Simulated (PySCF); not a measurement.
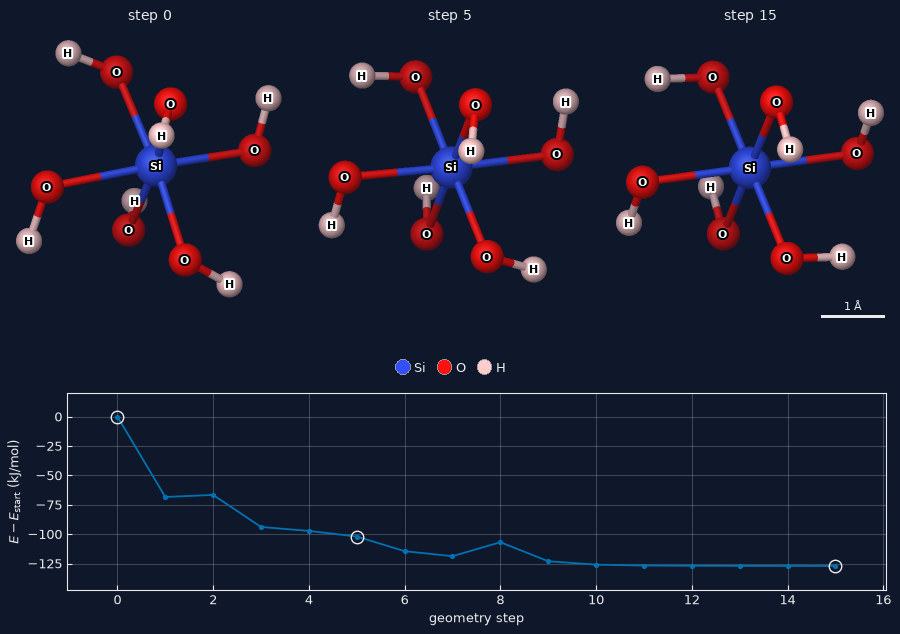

Frames of a relaxation of SiH6O6 (charge −2), marked on the history of the run. The picture is a ball-and-stick view, seen at a tilt.

The start comes from GFN2-xTB. Its atoms were then displaced at random by about 0.03 Å.

All numbers below come from PySCF, PBE0-D3(BJ)/def2-SVP geometry optimisation, gas phase. 

What happens along the run?

An H atom moves most after the best rigid fit: 0.56 Å. By element the largest moves are H 0.56 Å, O 0.18 Å, Si 0.11 Å. Some distances before and after: O–Si 1.715 → 1.831 Å, H–O 0.887 → 0.966 Å, H–O 0.910 → 0.966 Å, O–Si 1.780 → 1.832 Å. Bond angles that change, for instance: Si–O–H 112.8° → 93.6°, Si–O–H 111.1° → 93.5°, Si–O–H 111.0° → 93.6°. Over 15 geometry steps the energy falls by 127.0 kJ/mol. From step 0 to 5: an H atom moves most (0.37 Å), energy −102.0 kJ/mol. From step 5 to 15: an H atom moves most (0.38 Å), energy −25.0 kJ/mol.

| step | E − E(0), kJ/mol |
| --- | --- |
| 0 | 0.00 |
| 1 | -68.36 |
| 2 | -66.61 |
| 3 | -93.88 |
| 4 | -97.24 |
| 5 | -102.00 |
| 6 | -114.47 |
| 7 | -118.73 |
| 8 | -106.85 |
| 9 | -123.01 |
| 10 | -125.93 |
| 11 | -126.73 |
| 12 | -126.89 |
| 13 | -126.98 |
| 14 | -127.03 |
| 15 | -127.04 |

Limits of the set-up: the basis has no diffuse functions, which an anion needs.
